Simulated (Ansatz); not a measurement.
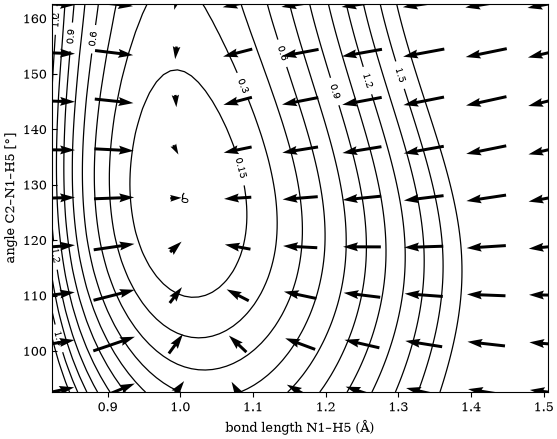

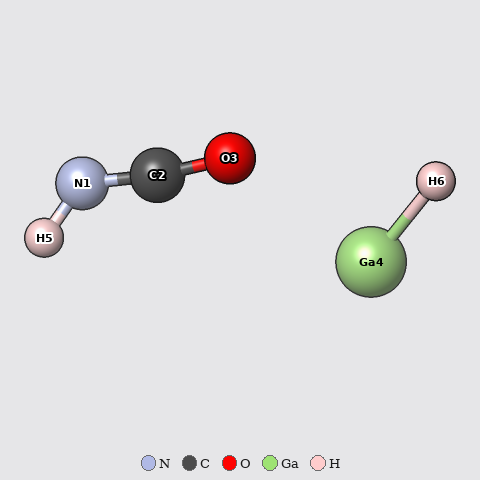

Energy landscape of CH₂GaNO. Coordinates scanned: (1) bond length N1–H5; (2) angle C2–N1–H5. Nothing is relaxed (all other coordinates rigid). Grid: 9 × 9 points. Points are written as (first, second). Energies: eV, counted from the relaxed molecule at the same level. The reference is spin-restricted, which grows unreliable where a bond is stretched far. Level of theory: RKS PBE0-D4/def2-TZVP in Ansatz.

Drawn: contour lines labelled in eV (none above 1.65), arrows along the force (downhill), their lengths compressed. Between grid points the surface is interpolated. The second picture is the structure at the lowest point.

### Summarise what can be read from the map.

The lowest grid point is at (0.994 Å, 127.6°), 0.0024 eV from the relaxed molecule at the same level. It is the only kind of minimum in the scanned range. The highest grid point, (1.506 Å, 162.6°), lies 3.06 eV above the lowest.

The values on the grid:

```
angle C2–N1–H5 ↓, bond length N1–H5 →  0.823  0.909  0.994  1.079  1.165  1.250  1.335  1.421  1.506
                                162.6   1.32   0.47   0.26   0.43   0.83   1.34   1.90   2.49   3.06
                                153.8   1.26   0.39   0.18   0.34   0.73   1.22   1.78   2.35   2.91
                                145.1   1.20   0.32   0.10   0.25   0.62   1.10   1.64   2.20   2.74
                                136.3   1.16   0.27   0.03   0.16   0.51   0.98   1.50   2.05   2.57
                                127.6   1.17   0.26   0.00   0.12   0.45   0.90   1.40   1.93   2.44
                                118.8   1.26   0.33   0.04   0.13   0.44   0.87   1.35   1.85   2.35
                                110.1   1.43   0.47   0.16   0.22   0.50   0.90   1.36   1.85   2.32
                                101.3   1.70   0.70   0.35   0.38   0.63   1.00   1.43   1.89   2.35
                                 92.6   2.05   1.01   0.61   0.59   0.80   1.14   1.54   1.97   2.41
```

Each point was launched as `ansatz run input.yaml --threads 1 --pin off --max-ram 2560MiB --backend cpu --events-out ev --progress --plain --runs-dir out`. The whole map (81 points run) took 10 min on 1 thread of Arm Neoverse V2, on a shared host.
